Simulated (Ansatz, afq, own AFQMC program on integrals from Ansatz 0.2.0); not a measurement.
**ZrCH₃ (doublet): quantum Monte Carlo beside coupled cluster at distance Zr1–C2 = 3.494 Å, def2-SVP**

Aim: compute ZrCH₃ (doublet) with auxiliary-field quantum Monte Carlo on the same integrals as coupled cluster, and set the energies side by side.

Program: Ansatz 0.2.0, Gaussian basis, and an in-house AFQMC program (afq) on its integrals; all values are calculated. Level of theory: def2-SVP, frozen cores. These are calculated values, not measurements.

Plan: CCSD(T) on UHF; PBE (unrestricted); CCSDT(Q) on UHF; r2SCAN (unrestricted); PBE0 (unrestricted); B3LYP (unrestricted); B2PLYP (unrestricted); Phaseless AFQMC, CISD trial on UHF.

7 further runs of the same task are left out: 1 for a known fault of the program, 6 that didn't finish.

## (1) What is computed

The geometry derives from a PBE0/def2-TZVP stationary point (not a proven minimum). One bond is set to the value named and the two fragments are kept rigid. No spin-orbit coupling is included. Elements past krypton take def2 core potentials.

5 atoms, charge 0, spin multiplicity 2.

Atoms are counted from 1 here; the program's logs count them from 0.

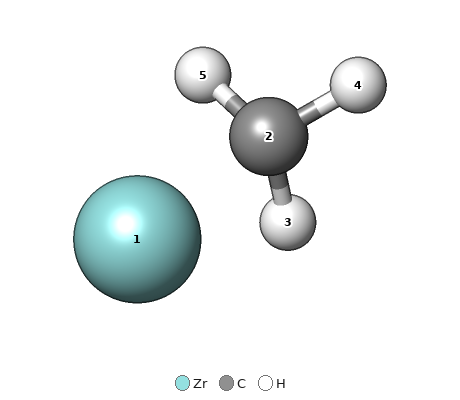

The geometry (zirconium light teal, carbon grey, hydrogen white); atoms are numbered from 1 in the order of the file.

## (2) CCSD(T) on UHF

File in.yaml:

```yaml
crystal:
  periodic: [false, false, false]
  atoms:
    - {symbol: Zr, position_ang: [0.000000, -0.000047, 0.505003]}
    - {symbol: C, position_ang: [0.000001, 0.004760, -2.988994]}
    - {symbol: H, position_ang: [-0.000116, -1.049611, -3.303827]}
    - {symbol: H, position_ang: [0.893681, 0.498459, -3.392277]}
    - {symbol: H, position_ang: [-0.893571, 0.498656, -3.392277]}
basis:
  gaussian: {orbitals: def2-SVP}
magnetization: {spin_polarized: true, initial_magnetization: 1}
correlation: {method: ccsd_t, electrons: outside_noble_gas, hamiltonian_folder: ham}
```

Run with:

```bash
$ ansatz run in.yaml --threads 1 --pin off --events-out ev --progress --plain --max-ram 16896MiB --backend cuda --devices 0, --max-vram 18GiB
```

The program printed (excerpt; [...] marks lines left out):

```text
Functional definition: HF
  name "HF"
  cite "Fock, Z. Phys. 61, 126 (1930) doi:10.1007/BF01340294"
  parent pbe
[...]
635 factors; integrals over basis functions are off by at most 9.6e-4 eV
[...]
mean field -2338.99034294 eV, -85.9563096784 hartree, gradient 2.1e-10 eV, S^2 1.845643; 65 other end points of the search recorded, 0 dependent functions left out
determinant -2338.99034294 eV, -85.9563096784 hartree, with singles and doubles -2344.50087427 eV, -86.1588179697 hartree
determinant -2338.99030833 eV, -85.9563084065 hartree, with singles and doubles -2344.50086228 eV, -86.1588175291 hartree
determinant -2338.96187463 eV, -85.9552634873 hartree, with singles and doubles -2344.44255489 eV, -86.1566747719 hartree
determinant -2338.76647452 eV, -85.9480826659 hartree, with singles and doubles -2344.31092452 eV, -86.1518374452 hartree
determinant -2338.76574406 eV, -85.9480558218 hartree, with singles and doubles -2344.31025570 eV, -86.1518128664 hartree
determinant -2338.48675460 eV, -85.9378031484 hartree, with singles and doubles -2344.16463906 eV, -86.1464615534 hartree
determinant -2338.48642130 eV, -85.9377908998 hartree, with singles and doubles -2344.16580548 eV, -86.1465044188 hartree
determinant -2338.47110596 eV, -85.9372280715 hartree, with singles and doubles -2344.18359529 eV, -86.1471581823 hartree
[...]
determinant -2338.96187463 eV, -85.9552634873 hartree, with singles and doubles -2344.45632213 eV, -86.1571807087 hartree
determinant -2338.76647452 eV, -85.9480826659 hartree, with singles and doubles -2344.33896498 eV, -86.1528679130 hartree
determinant -2338.76574406 eV, -85.9480558218 hartree, with singles and doubles -2344.33831983 eV, -86.1528442043 hartree
determinant -2338.48675460 eV, -85.9378031484 hartree, with singles and doubles -2344.23772856 eV, -86.1491475431 hartree
determinant -2338.48642130 eV, -85.9377908998 hartree, with singles and doubles -2344.23867685 eV, -86.1491823923 hartree
determinant -2338.47110596 eV, -85.9372280715 hartree, with singles and doubles -2344.26276551 eV, -86.1500676343 hartree
determinant -2338.45590212 eV, -85.9366693407 hartree, with singles and doubles -2344.23286912 eV, -86.1489689621 hartree
determinant -2338.45008898 eV, -85.9364557117 hartree, with singles and doubles -2344.22208400 eV, -86.1485726162 hartree
determinant -2338.42779754 eV, -85.9356365164 hartree, with no singles and doubles
determinant -2338.42706278 eV, -85.9356095144 hartree, with no singles and doubles
5 core orbitals not correlated: weight in the atoms' cores, before any rotation towards them, 0.999 or more for the frozen orbitals, at most 0.000 for the correlated occupied ones
reference -2338.99034294 eV, -85.9563096784 hartree; 6, 5 occupied and 49, 50 virtual orbitals, 635 factors
second order -4.50148470 eV of doubles, -0.00000000 eV of singles
cycle   1  -5.52528416 eV  change    2.1e-6 eV  update   5.8e-6
cycle   2  -5.52527882 eV  change    5.3e-6 eV  update   5.2e-6
perturbative correction -0.16311664 eV, -0.0059944259 hartree
Total energy: -2344.67873840 eV, -86.1653543557 hartree
```

It took 67 s on 1 × NVIDIA H100 80GB HBM3 with 1 thread of AMD EPYC 7R13 (Zen 3), shared host; peak host memory 1.6 GiB.

From the report: ⟨S²⟩ of the determinant 1.846 (pure doublet: 0.75); correlation -5.6884 eV; T1 0.042; largest double amplitude 0.09. The determinant is far from a pure spin state, so its energy mixes those of several spin states (harmless only where they are near-degenerate, as at dissociation).

This run also writes the integrals to the folder ham.

## (3) PBE (unrestricted)

Changes to in.yaml since step 2:

```diff
@@ -11,2 +11,3 @@
 magnetization: {spin_polarized: true, initial_magnetization: 1}
-correlation: {method: ccsd_t, electrons: outside_noble_gas, hamiltonian_folder: ham}
+hamiltonian: {xc: {name: PBE}}
+output: {orbitals: {seedname: orbitals}}
```

Run with:

```bash
$ ansatz run in.yaml --threads 1 --pin off --events-out ev --progress --plain --max-ram 5632MiB --backend cpu
```

The program printed (excerpt; [...] marks lines left out):

```text
Functional definition: PBE
  name "PBE"
  cite "Perdew, Burke & Ernzerhof, Phys. Rev. Lett. 77, 3865 (1996) doi:10.1103/PhysRevLett.77.3865"
  parent pbe
[...]
610 factors; their error is unknown
[...]
mean field -2357.76661774 eV, -86.6463250504 hartree, gradient 1.4e-6 eV, S^2 1.789833; 18 other end points of the search recorded, 0 dependent functions left out
reference -2357.76666122 eV, -86.6463266484 hartree; 11, 10 occupied and 49, 50 virtual orbitals, 610 factors
Total energy: -2357.76666122 eV, -86.6463266484 hartree
```

Run time: 80 s. Hardware: 1 thread of AMD EPYC 7R13 (Zen 3), shared host; peak memory 1.6 GiB.

From the report: ⟨S²⟩ of the determinant 1.790 (pure doublet: 0.75). The determinant is far from a pure spin state, so its energy mixes those of several spin states (harmless only where they are near-degenerate, as at dissociation).

## (4) CCSDT(Q) on UHF

Changes to in.yaml since step 3:

```diff
@@ -11,3 +11,2 @@
 magnetization: {spin_polarized: true, initial_magnetization: 1}
-hamiltonian: {xc: {name: PBE}}
-output: {orbitals: {seedname: orbitals}}
+correlation: {method: ccsdt_q, electrons: outside_noble_gas}
```

Run with:

```bash
$ ansatz run in.yaml --threads 1 --pin off --events-out ev --progress --plain --max-ram 16896MiB --backend cuda --devices 0, --max-vram 18GiB
```

The program printed (excerpt; [...] marks lines left out):

```text
Functional definition: HF
  name "HF"
  cite "Fock, Z. Phys. 61, 126 (1930) doi:10.1007/BF01340294"
  parent pbe
[...]
1102 factors; integrals over basis functions are off by at most 2.2e-7 eV
[...]
mean field -2338.99035186 eV, -85.9563100062 hartree, gradient 1.8e-10 eV, S^2 1.845646; 65 other end points of the search recorded, 0 dependent functions left out
determinant -2338.99035186 eV, -85.9563100062 hartree, with singles and doubles -2344.50088286 eV, -86.1588182854 hartree
determinant -2338.99031725 eV, -85.9563087342 hartree, with singles and doubles -2344.50087083 eV, -86.1588178433 hartree
determinant -2338.96188298 eV, -85.9552637941 hartree, with singles and doubles -2344.44256478 eV, -86.1566751353 hartree
determinant -2338.76648465 eV, -85.9480830379 hartree, with singles and doubles -2344.31093479 eV, -86.1518378227 hartree
[...]
determinant -2338.45591624 eV, -85.9366698596 hartree, with singles and doubles -2344.23287480 eV, -86.1489691709 hartree
determinant -2338.45010249 eV, -85.9364562081 hartree, with singles and doubles -2344.22209576 eV, -86.1485730482 hartree
determinant -2338.42781067 eV, -85.9356369989 hartree, with no singles and doubles
determinant -2338.42707603 eV, -85.9356100013 hartree, with no singles and doubles
5 core orbitals not correlated: weight in the atoms' cores, before any rotation towards them, 0.999 or more for the frozen orbitals, at most 0.000 for the correlated occupied ones
reference -2338.99035186 eV, -85.9563100062 hartree; 6, 5 occupied and 49, 50 virtual orbitals, 1102 factors
second order -4.50149864 eV of doubles, -0.00000000 eV of singles
cycle   1  -5.12788307 eV  change   -6.3e-1 eV  update   9.5e-2
[...]
cycle  10  -5.75796373 eV  change   -2.2e-7 eV  update   5.1e-7
perturbative correction -0.01452484 eV, -0.0005337779 hartree
Total energy: -2344.76284043 eV, -86.1684450483 hartree
```

Wall time 2 min (1 × NVIDIA H100 80GB HBM3 with 1 thread of AMD EPYC 7R13 (Zen 3), shared host); peak host memory 1.6 GiB.

From the report: ⟨S²⟩ of the determinant 1.846 (pure doublet: 0.75); correlation -5.7725 eV; T1 0.051; largest double amplitude 0.11. The determinant is far from a pure spin state, so its energy mixes those of several spin states (harmless only where they are near-degenerate, as at dissociation).

## (5) r2SCAN (unrestricted)

Changes to in.yaml since step 4:

```diff
@@ -11,2 +11,2 @@
 magnetization: {spin_polarized: true, initial_magnetization: 1}
-correlation: {method: ccsdt_q, electrons: outside_noble_gas}
+hamiltonian: {xc: {name: r2SCAN}}
```

Run with:

```bash
$ ansatz run in.yaml --threads 1 --pin off --events-out ev --progress --plain --max-ram 5632MiB --backend cpu
```

The program printed (excerpt; [...] marks lines left out):

```text
Functional definition: r2SCAN
  name "r2SCAN"
  cite "Furness, Kaplan, Ning, Perdew & Sun, J. Phys. Chem. Lett. 11, 8208 (2020) doi:10.1021/acs.jpclett.0c02405"
  cite "Furness, Kaplan, Ning, Perdew & Sun, J. Phys. Chem. Lett. 11, 9248 (2020) doi:10.1021/acs.jpclett.0c03077"
  parent r2scan
[...]
610 factors; their error is unknown
[...]
mean field -2359.06076435 eV, -86.6938840610 hartree, gradient 1.6e-6 eV, S^2 2.082685; 28 other end points of the search recorded, 0 dependent functions left out
reference -2359.06079255 eV, -86.6938850973 hartree; 11, 10 occupied and 49, 50 virtual orbitals, 610 factors
Total energy: -2359.06079255 eV, -86.6938850973 hartree
```

It took 4.3 min on 1 thread of AMD EPYC 7R13 (Zen 3), shared host; peak memory 1.6 GiB.

From the report: ⟨S²⟩ of the determinant 2.083 (pure doublet: 0.75). The determinant is far from a pure spin state, so its energy mixes those of several spin states (harmless only where they are near-degenerate, as at dissociation).

## (6) PBE0 (unrestricted)

Changes to in.yaml since step 5:

```diff
@@ -11,2 +11,3 @@
 magnetization: {spin_polarized: true, initial_magnetization: 1}
-hamiltonian: {xc: {name: r2SCAN}}
+hamiltonian: {xc: {name: PBE0}}
+output: {orbitals: {seedname: orbitals}}
```

The command is unchanged.

The program printed (excerpt; [...] marks lines left out):

```text
Functional definition: PBE0
  name "PBE0"
  cite "Adamo & Barone, J. Chem. Phys. 110, 6158 (1999) doi:10.1063/1.478522"
  cite "Perdew, Burke & Ernzerhof, Phys. Rev. Lett. 77, 3865 (1996) doi:10.1103/PhysRevLett.77.3865"
  parent pbe
[...]
685 factors; their error is unknown
[...]
mean field -2357.36421674 eV, -86.6315370863 hartree, gradient 2.8e-6 eV, S^2 1.938578; 22 other end points of the search recorded, 0 dependent functions left out
reference -2357.36424985 eV, -86.6315383029 hartree; 11, 10 occupied and 49, 50 virtual orbitals, 685 factors
Total energy: -2357.36424985 eV, -86.6315383029 hartree
```

Run time: 2.9 min. Hardware: 1 thread of AMD EPYC 7R13 (Zen 3), shared host; peak memory 1.6 GiB.

From the report: ⟨S²⟩ of the determinant 1.939 (pure doublet: 0.75). The determinant is far from a pure spin state, so its energy mixes those of several spin states (harmless only where they are near-degenerate, as at dissociation).

## (7) B3LYP (unrestricted)

Changes to in.yaml since step 6:

```diff
@@ -11,3 +11,2 @@
 magnetization: {spin_polarized: true, initial_magnetization: 1}
-hamiltonian: {xc: {name: PBE0}}
-output: {orbitals: {seedname: orbitals}}
+hamiltonian: {xc: {name: B3LYP}}
```

Launched as before.

The program printed (excerpt; [...] marks lines left out):

```text
Functional definition: B3LYP
  name "B3LYP"
  cite "Stephens, Devlin, Chabalowski & Frisch, J. Phys. Chem. 98, 11623 (1994) doi:10.1021/j100096a001"
  cite "Becke, Phys. Rev. A 38, 3098 (1988) doi:10.1103/PhysRevA.38.3098"
  cite "Lee, Yang & Parr, Phys. Rev. B 37, 785 (1988) doi:10.1103/PhysRevB.37.785"
  cite "Vosko, Wilk & Nusair, Can. J. Phys. 58, 1200 (1980) doi:10.1139/p80-159"
[...]
654 factors; their error is unknown
[...]
mean field -2359.83530379 eV, -86.7223478606 hartree, gradient 2.6e-6 eV, S^2 1.734694; 14 other end points of the search recorded, 0 dependent functions left out
reference -2359.83552507 eV, -86.7223559923 hartree; 11, 10 occupied and 49, 50 virtual orbitals, 654 factors
Total energy: -2359.83552507 eV, -86.7223559923 hartree
```

It took 2.3 min on 1 thread of AMD EPYC 7R13 (Zen 3), shared host; peak memory 1.6 GiB.

From the report: ⟨S²⟩ of the determinant 1.735 (pure doublet: 0.75). The determinant is far from a pure spin state, so its energy mixes those of several spin states (harmless only where they are near-degenerate, as at dissociation).

## (8) B2PLYP (unrestricted)

Changes to in.yaml since step 7:

```diff
@@ -11,2 +11,3 @@
 magnetization: {spin_polarized: true, initial_magnetization: 1}
-hamiltonian: {xc: {name: B3LYP}}
+hamiltonian: {xc: {name: B2PLYP}}
+correlation: {electrons: outside_noble_gas}
```

The command is unchanged.

The program printed (excerpt; [...] marks lines left out):

```text
Functional definition: B2PLYP
  name "B2PLYP"
  cite "Grimme, J. Chem. Phys. 124, 034108 (2006) doi:10.1063/1.2148954"
  cite "Becke, Phys. Rev. A 38, 3098 (1988) doi:10.1103/PhysRevA.38.3098"
  cite "Lee, Yang & Parr, Phys. Rev. B 37, 785 (1988) doi:10.1103/PhysRevB.37.785"
[...]
635 factors; integrals over basis functions are off by at most 9.6e-4 eV
[...]
mean field -2351.81815755 eV, -86.4277231702 hartree, gradient 4.5e-11 eV, S^2 1.680325; 13 other end points of the search recorded, 0 dependent functions left out
5 core orbitals not correlated: weight in the atoms' cores, before any rotation towards them, 1.000 or more for the frozen orbitals, at most 0.000 for the correlated occupied ones
reference -2351.81829753 eV, -86.4277283144 hartree; 6, 5 occupied and 49, 50 virtual orbitals, 635 factors
second order -5.85543011 eV of doubles, -0.00000000 eV of singles
Total energy: -2353.39926366 eV, -86.4858277480 hartree
```

Run time: 3.8 min. Hardware: 1 thread of AMD EPYC 7R13 (Zen 3), shared host; peak memory 1.6 GiB.

From the report: ⟨S²⟩ of the determinant 1.680 (pure doublet: 0.75). The determinant is far from a pure spin state, so its energy mixes those of several spin states (harmless only where they are near-degenerate, as at dissociation).

## (9) Phaseless AFQMC, CISD trial on UHF

It reads the integrals that the CCSD(T) run on this determinant wrote.

Run with:

```bash
$ afq ham --method phaseless --trial cisd --walkers 4000 --populations 20 --least-time 60 --time-step 0.005 --steps-per-block 50 --equilibration-blocks 40 --max-blocks 4000 --target-error 0.0004 --factor-cut 1e-05 --start spin_pure --seed 8615 --release-times 0.24,0.6,1.2,2,3,4.2 --release-step 0.04 --release-every 3 --taylor-order 6
```

The program printed:

```text
orbitals 55  electrons 6 5  factors 443 of 635
reference energy -85.95630968 Eh
CCSD correlation -0.20304999 Eh in 28 cycles, weight of the determinant in the CISD state 0.8281
energy of the start -86.130822 Eh
 block  time / (1/Eh)  mean weight  energy / Eh
     1     0.250  1.0001  -86.143177
     2     0.500  1.0001  -86.150961
     3     0.750  1.0001  -86.155856
     4     1.000  1.0002  -86.159017
     5     1.250  1.0000  -86.160769
     6     1.500  0.9999  -86.162609
     7     1.750  0.9999  -86.163947
     8     2.000  0.9999  -86.165224
     9     2.250  0.9998  -86.166015
    10     2.500  0.9999  -86.166522
    11     2.750  1.0001  -86.165884
    13     3.250  1.0002  -86.167296
    15     3.750  0.9997  -86.167042
    17     4.250  1.0000  -86.167170
    19     4.750  1.0000  -86.167301
    21     5.250  1.0001  -86.167397
    23     5.750  1.0002  -86.168506
    25     6.250  0.9998  -86.167785
    27     6.750  1.0001  -86.167851
    29     7.250  0.9999  -86.169798
    31     7.750  1.0000  -86.167877
    33     8.250  0.9998  -86.168440
    35     8.750  1.0002  -86.169885
    37     9.250  1.0000  -86.168411
    39     9.750  0.9999  -86.168620
    41    10.250  1.0001  -86.168380
    43    10.750  1.0003  -86.169475
    45    11.250  1.0001  -86.168399
    47    11.750  0.9999  -86.167763
    49    12.250  1.0002  -86.169931
    51    12.750  0.9999  -86.168017
    53    13.250  1.0000  -86.169034
    55    13.750  1.0001  -86.168890
    57    14.250  1.0002  -86.168223
    59    14.750  0.9997  -86.167717
    61    15.250  1.0003  -86.168516
    63    15.750  1.0001  -86.167858
    65    16.250  1.0001  -86.168355
    67    16.750  1.0003  -86.168244
    69    17.250  0.9995  -86.167392
    71    17.750  0.9998  -86.169047
    73    18.250  1.0000  -86.168331
    75    18.750  1.0000  -86.167886
    77    19.250  1.0000  -86.167687
    79    19.750  0.9999  -86.168785
    81    20.250  0.9998  -86.167306
    83    20.750  0.9998  -86.167665
    85    21.250  0.9998  -86.168820
    87    21.750  0.9998  -86.166925
    89    22.250  1.0000  -86.167486
error from the spread of 20 populations
released: time / (1/Eh)  energy / Eh  error  mean overlap
  0.24  -86.168465  0.000169  0.9970
  0.60  -86.168668  0.000171  0.9967
  1.20  -86.169851  0.000570  0.9930
  2.00  -86.168945  0.000241  1.0032
  3.00  -86.168690  0.000415  0.9995
  4.20  -86.170691  0.000570  0.9797
energy -86.168232 +/- 0.000170 Eh
```

Run time: 17 min. Hardware: 1 × NVIDIA H100 80GB HBM3 with 2 threads of AMD EPYC 7R13 (Zen 3), shared host; peak host memory 1.6 GiB.

Energy -2344.7570 ± 0.0046 eV. Caveats: constraint bias not in the error.

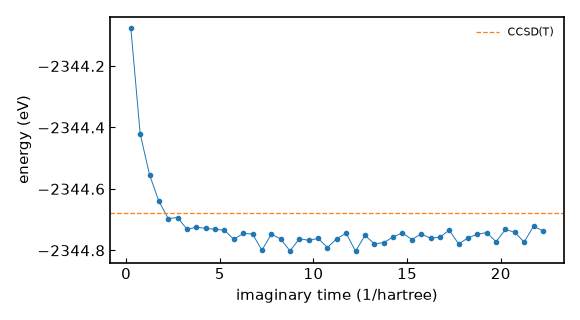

Block energies along the walk.

## (10) AFQMC on the ladder

On the UHF determinant, counted from CCSDT(Q) (a yardstick, not exact):

```
                                                level  energy (eV)  from CCSDT(Q) (kcal/mol)  statistical error (kcal/mol)    time
                                                   HF   -2338.9903                   +133.12                                      
                                                  MP2   -2343.4918                    +29.31                                      
                                                 CCSD   -2344.5156                     +5.70                                      
                                              CCSD(T)   -2344.6787                     +1.94                                      
                                             CCSDT(Q)   -2344.7628                      0.00                                      
Phaseless AFQMC, CISD trial, step 0.005, 4000 walkers   -2344.7570                     +0.13                          0.11  17 min
```

The functionals' totals stand on their own zeros and serve differences with other points: PBE -2357.767 eV; r2SCAN -2359.061 eV; PBE0 -2357.364 eV; B3LYP -2359.836 eV; B2PLYP -2353.399 eV.

## (11) Summary of results

| quantity | value |
| --- | --- |
| CCSD(T) on UHF from CCSDT(Q) | +1.94 kcal/mol |
| Phaseless AFQMC, CISD trial on UHF from CCSDT(Q) | +0.13 ± 0.11 kcal/mol |

In words: On UHF the phaseless walk with the CISD trial lies +0.13 kcal/mol from CCSDT(Q), within three error bars. Error bars are statistical and leave out the constraint, the time step and what remains of the start. Zr carries a core potential, and spin-orbit coupling is left out.
